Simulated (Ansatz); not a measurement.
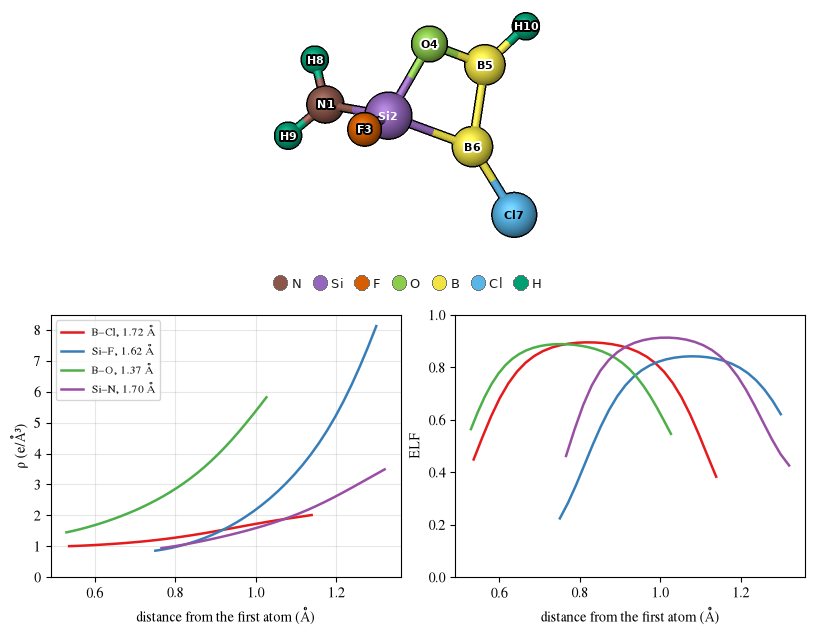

B₂ClFH₃NOSi. Electron density and electron localisation function along straight lines between neighbouring atoms. The curves leave out the atomic cores. The structure is drawn too.

Computed with RKS LDA/def2-SVP in Ansatz 0.2.0.

```xyz
10

N    -1.7325   -0.3179    0.2781
Si   -0.1079    0.1478    0.4845
F     0.0752    1.0658    1.8109
O     0.2545    1.0941   -0.9224
B     1.1973    0.2805   -1.4898
B     1.3967   -0.9242   -0.2576
Cl    2.4186   -2.2629    0.0846
H    -2.3002    0.1195   -0.4545
H    -2.2910   -0.7682    1.0071
H     1.6381    0.5463   -2.5981
```

Q: What can be read from the curves?

A: B–Cl (1.72 Å): the density is about 1.4 e/Å³ at the midpoint; the ELF peaks at about 0.90 between the atoms: a polar covalent bond.
Si–F (1.62 Å): the density is about 1 e/Å³ at the midpoint; the ELF peaks at about 0.85 in the valence shell of F, 0.5 Å from its nucleus, and is about 0.45 at the midpoint.
B–O (1.37 Å): ρ is about 2.1 e/Å³ halfway; the ELF peaks at about 0.90 between the atoms, as expected for a shared but strongly polarised pair.
Si–N (1.70 Å): ρ at the midpoint is about 1.1 e/Å³; the ELF peaks at about 0.90 between the atoms (a polar covalent bond).
